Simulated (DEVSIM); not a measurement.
Structure: illuminated Si p-on-n cell, one wavelength, with a back-surface field, at 300 K.

```csv
layer (left to right),material,thickness (μm),Nd (cm⁻³),Na (cm⁻³),τn (s),τp (s),absorption coefficient (cm⁻¹)
1,Si,0.390,-,1.5e19,1e-7,3.9e-9,230
2,Si,190,1.4e17,-,1.4e-7,1.4e-7,230
3,Si,0.280,6.9e18,-,1.4e-7,1.4e-7,230
```

Left contact: ohmic, minority electron recombination velocity 300 cm/s. Right contact: ohmic, minority hole recombination velocity 20000 cm/s. Voltage is applied to the left contact. Recombination: SRH at mid-gap, radiative, Auger. Light enters at the left, 6.1e17 photons cm⁻² s⁻¹, one pass, no reflection. Mobility is constant in doping.

The device is made up for the run: typed textbook-type constants, with dimensions and the other settings drawn at random. Values at 300 K.

```csv
parameter,Si
gap (eV),1.124
affinity (eV),4.05
permittivity,11.7
Nc (cm⁻³),2.86e19
Nv (cm⁻³),3.1e19
μn (cm²/Vs),1417
μp (cm²/Vs),470
B (cm³/s),4.7e-15
Cn (cm⁶/s),2.8e-31
Cp (cm⁶/s),9.9e-32
```

DEVSIM, 1D drift-diffusion, Boltzmann statistics, complete ionisation; no tunnelling, impact ionisation, image-force lowering or self-heating.

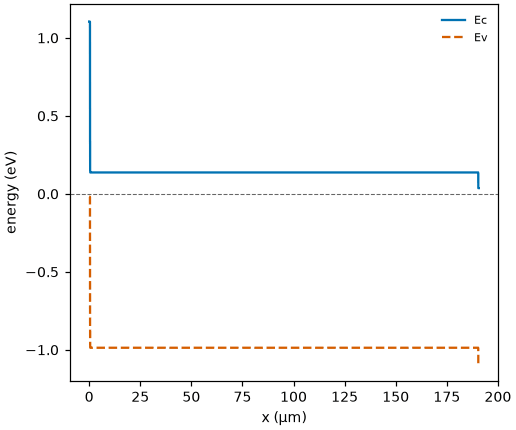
*Band edges at zero bias, in the dark*

Energies count from the Fermi level of the right contact; mesh points crowd at the junctions.

```json
[
 {"x (μm)": "0.000", "Ec (eV)": "1.105", "Ev (eV)": "-0.019", "n (cm⁻³)": "< 1e2", "p (cm⁻³)": "1.5e19", "field (V/cm)": "≈ 0"},
 {"x (μm)": "0.04461", "Ec (eV)": "1.105", "Ev (eV)": "-0.019", "n (cm⁻³)": "< 1e2", "p (cm⁻³)": "1.5e19", "field (V/cm)": "≈ 0"},
 {"x (μm)": "0.1684", "Ec (eV)": "1.105", "Ev (eV)": "-0.019", "n (cm⁻³)": "< 1e2", "p (cm⁻³)": "1.5e19", "field (V/cm)": "≈ 0"},
 {"x (μm)": "0.3196", "Ec (eV)": "1.105", "Ev (eV)": "-0.019", "n (cm⁻³)": "< 1e2", "p (cm⁻³)": "1.5e19", "field (V/cm)": "≈ 0"},
 {"x (μm)": "0.3910", "Ec (eV)": "1.040", "Ev (eV)": "-0.084", "n (cm⁻³)": "< 1e2", "p (cm⁻³)": "1.2e18", "field (V/cm)": "-220000"},
 {"x (μm)": "0.4413", "Ec (eV)": "0.333", "Ev (eV)": "-0.791", "n (cm⁻³)": "7.3e13", "p (cm⁻³)": "1600000", "field (V/cm)": "-86000"},
 {"x (μm)": "0.5925", "Ec (eV)": "0.138", "Ev (eV)": "-0.986", "n (cm⁻³)": "1.4e17", "p (cm⁻³)": "830", "field (V/cm)": "≈ 0"},
 {"x (μm)": "1.391", "Ec (eV)": "0.138", "Ev (eV)": "-0.986", "n (cm⁻³)": "1.4e17", "p (cm⁻³)": "830", "field (V/cm)": "≈ 0"},
 {"x (μm)": "3.453", "Ec (eV)": "0.138", "Ev (eV)": "-0.986", "n (cm⁻³)": "1.4e17", "p (cm⁻³)": "830", "field (V/cm)": "≈ 0"},
 {"x (μm)": "10.04", "Ec (eV)": "0.138", "Ev (eV)": "-0.986", "n (cm⁻³)": "1.4e17", "p (cm⁻³)": "830", "field (V/cm)": "≈ 0"},
 {"x (μm)": "29.50", "Ec (eV)": "0.138", "Ev (eV)": "-0.986", "n (cm⁻³)": "1.4e17", "p (cm⁻³)": "830", "field (V/cm)": "≈ 0"},
 {"x (μm)": "121.9", "Ec (eV)": "0.138", "Ev (eV)": "-0.986", "n (cm⁻³)": "1.4e17", "p (cm⁻³)": "830", "field (V/cm)": "≈ 0"},
 {"x (μm)": "167.6", "Ec (eV)": "0.138", "Ev (eV)": "-0.986", "n (cm⁻³)": "1.4e17", "p (cm⁻³)": "830", "field (V/cm)": "≈ 0"},
 {"x (μm)": "182.8", "Ec (eV)": "0.138", "Ev (eV)": "-0.986", "n (cm⁻³)": "1.4e17", "p (cm⁻³)": "830", "field (V/cm)": "≈ 0"},
 {"x (μm)": "188.7", "Ec (eV)": "0.138", "Ev (eV)": "-0.986", "n (cm⁻³)": "1.4e17", "p (cm⁻³)": "830", "field (V/cm)": "≈ 0"},
 {"x (μm)": "189.9", "Ec (eV)": "0.138", "Ev (eV)": "-0.986", "n (cm⁻³)": "1.4e17", "p (cm⁻³)": "830", "field (V/cm)": "≈ 0"},
 {"x (μm)": "190.2", "Ec (eV)": "0.138", "Ev (eV)": "-0.986", "n (cm⁻³)": "1.4e17", "p (cm⁻³)": "830", "field (V/cm)": "≈ 0"},
 {"x (μm)": "190.4", "Ec (eV)": "0.135", "Ev (eV)": "-0.989", "n (cm⁻³)": "1.5e17", "p (cm⁻³)": "770", "field (V/cm)": "-1900"},
 {"x (μm)": "190.4", "Ec (eV)": "0.037", "Ev (eV)": "-1.087", "n (cm⁻³)": "6.9e18", "p (cm⁻³)": "< 1e2", "field (V/cm)": "≈ 0"},
 {"x (μm)": "190.5", "Ec (eV)": "0.037", "Ev (eV)": "-1.087", "n (cm⁻³)": "6.9e18", "p (cm⁻³)": "< 1e2", "field (V/cm)": "≈ 0"},
 {"x (μm)": "190.6", "Ec (eV)": "0.037", "Ev (eV)": "-1.087", "n (cm⁻³)": "6.9e18", "p (cm⁻³)": "< 1e2", "field (V/cm)": "≈ 0"},
 {"x (μm)": "190.7", "Ec (eV)": "0.037", "Ev (eV)": "-1.087", "n (cm⁻³)": "6.9e18", "p (cm⁻³)": "< 1e2", "field (V/cm)": "≈ 0"}
]
```
